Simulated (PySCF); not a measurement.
**CSF3 (SMILES FC(F)(F)[S]) at 5 levels**

Aim: a comparison of 5 runs (U-mPWPW91/6-311+G*, U-mPWPW91/cc-pVQZ, NEVPT2(11,10)/ANO-RCC-VDZ) of CSF3. The job is set up through a Python script.

The calculation is run with PySCF 2.14.0.

2 further runs of the same task are left out: 2 that didn't finish.

## 1. Starting point

CSF3: 5 atoms, total charge 0, spin state doublet. SMILES: `FC(F)(F)[S]`. Geometry: relaxed at PBE0-D4/def2-TZVP.

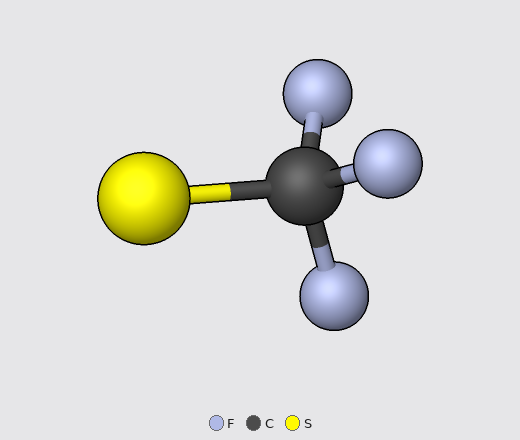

Viewed from a chosen angle; fluorine light blue, carbon dark grey, sulfur yellow.

## 2. A single-point energy at U-mPWPW91/6-311+G(d) (density fitting with cc-pvdz-jkfit) (run 1)

The input, run.py:

```python
# FC(F)(F)[S]
from pyscf import gto, dft

molecule = gto.Mole()
molecule.atom = '''
F        0.248000       0.105000       1.332100
C        0.016900      -0.077100       0.034200
F       -1.219000      -0.558300      -0.109200
F        0.877600      -0.998800      -0.391000
S        0.126400       1.455500      -0.907500
'''
molecule.max_memory = 1860
molecule.symmetry = True
molecule.verbose = 3
molecule.spin = 1
molecule.basis = '6-311+g*'
molecule.charge = 0
molecule.build()

mf = dft.UKS(molecule, xc='mpw91,pw91')
mf = mf.density_fit(auxbasis='cc-pvdz-jkfit')
mf.kernel()
if not mf.converged:
    mf = mf.newton().run(mf.mo_coeff, mf.mo_occ)

e_tot = mf.e_tot
print('E = %.10f Eh' % e_tot)
```

On the command line:

```sh
$ OMP_NUM_THREADS=1 python run.py
```

Standard output:

```text
WARN: HOMO -0.268548108140368 >= LUMO -0.268548108140369

converged SCF energy = -735.887393341709  <S^2> = 0.75248607  2S+1 = 2.0024845
E = -735.8873933417 Eh
```

Wall time 17 s (1 thread of Arm Neoverse V1, shared host); peak memory 0.43 GiB.

## 3. A single-point energy at U-mPWPW91/6-311+G(d) (sfX2C, density fitting with cc-pvdz-jkfit) (run 2)

The input, run.py:

```python
from pyscf import gto, dft

mol = gto.Mole()
mol.atom = '''
F      0.248000     0.105000     1.332100
C      0.016900    -0.077100     0.034200
F     -1.219000    -0.558300    -0.109200
F      0.877600    -0.998800    -0.391000
S      0.126400     1.455500    -0.907500
'''
mol.verbose = 3
mol.spin = 1
mol.basis = '6-311+g*'
mol.max_memory = 1860
mol.charge = 0
mol.symmetry = True
mol.build()

mf = dft.UKS(mol)
mf.xc = 'mpw91,pw91'
mf = mf.x2c()
mf = mf.density_fit(auxbasis='cc-pvdz-jkfit')
mf.kernel()
if not mf.converged:
    mf = mf.newton().run(mf.mo_coeff, mf.mo_occ)

e_tot = mf.e_tot
print('E(%s) = %.9f' % ('MPWPW91', e_tot))
```

On the command line:

```sh
$ OMP_NUM_THREADS=1 python run.py
```

Standard output:

```text
WARN: HOMO -0.270542289785235 >= LUMO -0.270542289785234

converged SCF energy = -737.155648634842  <S^2> = 0.75246291  2S+1 = 2.0024614
E(MPWPW91) = -737.155648635
```

It took 17 s on 1 thread of Arm Neoverse V1, shared host; peak memory 0.43 GiB.

## 4. A single-point energy at U-mPWPW91/cc-pVQZ (sfX2C, density fitting with cc-pvdz-jkfit, Cartesian functions) (run 3)

The input, job.py:

```python
from pyscf import gto, dft

mol = gto.Mole()
mol.atom = '''
F    0.248000   0.105000   1.332100
C    0.016900  -0.077100   0.034200
F   -1.219000  -0.558300  -0.109200
F    0.877600  -0.998800  -0.391000
S    0.126400   1.455500  -0.907500
'''
mol.charge = 0
mol.max_memory = 1860
mol.verbose = 3
mol.spin = 1
mol.cart = True
mol.symmetry = True
mol.basis = 'cc-pvqz'
mol.build()

myscf = dft.UKS(mol)
myscf.xc = 'mpw91,pw91'
myscf = myscf.sfx2c1e()
myscf = myscf.density_fit(auxbasis='cc-pvdz-jkfit')
myscf.kernel()
if not myscf.converged:
    myscf = myscf.newton().run(myscf.mo_coeff, myscf.mo_occ)

e_tot = myscf.e_tot
print(f'total energy: {e_tot:.8f} hartree')
```

On the command line:

```sh
$ OMP_NUM_THREADS=1 python job.py
```

Standard output:

```text
WARN: HOMO -0.270590782179513 >= LUMO -0.270590782179503

converged SCF energy = -737.234838762383  <S^2> = 0.75406127  2S+1 = 2.0040572
total energy: -737.23483876 hartree
```

Run time: 86 s. Hardware: 1 thread of Arm Neoverse V1, shared host; peak memory 1.1 GiB.

Run 4 isn't shown in full; the table further down has it.

## 5. A single-point energy at NEVPT2(11,10)/ANO-RCC-VDZ (sfX2C) (run 5)

The input, job.py:

```python
# FC(F)(F)[S]
import numpy
from pyscf import gto, scf, mcscf, mrpt

molecule = gto.M(
    atom='''
F
C 1 1.330831
F 2 1.334004 1 108.36529
F 2 1.330838 1 107.10067 3 -116.70515
S 2 1.802124 1 112.50108 4 -124.11681
''',
    spin=1,
    verbose=3,
    charge=0,
    max_memory=1860,
    basis='ano-rcc-vdz',
)

mf = scf.ROHF(molecule)
mf = mf.sfx2c1e()
mf.kernel()
if not mf.converged:
    mf = mf.newton().run(mf.mo_coeff, mf.mo_occ)

uhf = scf.addons.convert_to_uhf(mf)
uhf.kernel(uhf.make_rdm1(uhf.stability()[0], uhf.mo_occ))
noons, natorbs = mcscf.addons.make_natural_orbitals(uhf)
print('natural occupations', numpy.round(noons[:40], 4))
cas = mcscf.CASSCF(mf, 10, 11)
cas.fix_spin_(ss=0.75)
cas.natorb = True
cas.kernel(natorbs)
e_pt2 = mrpt.NEVPT(cas).kernel()
e_final = cas.e_tot + e_pt2
print('E(%s) = %.9f' % ('NEVPT2', e_final))
mf.analyze()
```

On the command line:

```sh
$ OMP_NUM_THREADS=1 python job.py
```

Standard output:

```text
converged SCF energy = -735.018360086625
[... 1 line left out ...]
converged SCF energy = -735.01928169074  <S^2> = 0.75357456  2S+1 = 2.0035714
[... 17 lines left out ...]
Nevpt2 Energy = -0.350534497680272
[... 4 lines left out ...]
MO #2   energy= -26.3869751222825  | -26.3873239624684  | -26.3866262820963  occ= 2
[... 2 lines left out ...]
MO #49  energy= 2.78144282026507   | 2.78099870142791   | 2.78188693910252   occ= 0
[... 6 lines left out ...]
Dipole moment(X, Y, Z, Debye):  0.68788, -1.50763, -0.92398
```

Wall time 1.7 min (1 thread of Arm Neoverse V1, shared host); peak memory 0.18 GiB.

## 6. The series

| run | level | Cartesian functions | integral approximation | energy (Eh) | dipole moment (D) of the reference | HOMO energy (eV) | LUMO energy (eV) | wall time |
| --- | --- | --- | --- | --- | --- | --- | --- | --- |
| 1 | U-mPWPW91/6-311+G* (density fitting with cc-pvdz-jkfit) | no | cc-pvdz-jkfit | -735.887393 | 0.82 | -6.84 | -6.50 | 17 s |
| 2 | U-mPWPW91/6-311+G* (sfX2C, density fitting with cc-pvdz-jkfit) | no | cc-pvdz-jkfit | -737.155649 | 0.83 | -6.83 | -6.48 | 17 s |
| 3 | U-mPWPW91/cc-pVQZ (sfX2C, density fitting with cc-pvdz-jkfit, Cartesian functions) | yes | cc-pvdz-jkfit | -737.234839 | 0.67 | -6.76 | -6.29 | 86 s |
| 4 | NEVPT2(11,10)/ANO-RCC-VDZ | no | none | -733.798383 | 1.89 | – | – | 94 s |
| 5 | NEVPT2(11,10)/ANO-RCC-VDZ (sfX2C) | no | none | -735.478708 | 1.90 | – | – | 1.7 min |

## 7. Outcome

```
                                   quantity          value
                        run 5: total energy  -735.47871 Eh
run 5: dipole moment (Hartree–Fock density)         1.90 D
```

**Reading.** Over runs 1, 2, 3 the dipole moment (its size) runs from 0.67 D (U-mPWPW91/cc-pVQZ) to 0.83 D (U-mPWPW91/6-311+G*). Some runs of one species differ in core potentials or relativity; totals across that change don't compare. In run 4 relativity is left out where basis or elements ask for it. All runs together took 5.2 min, the longest 1.7 min.
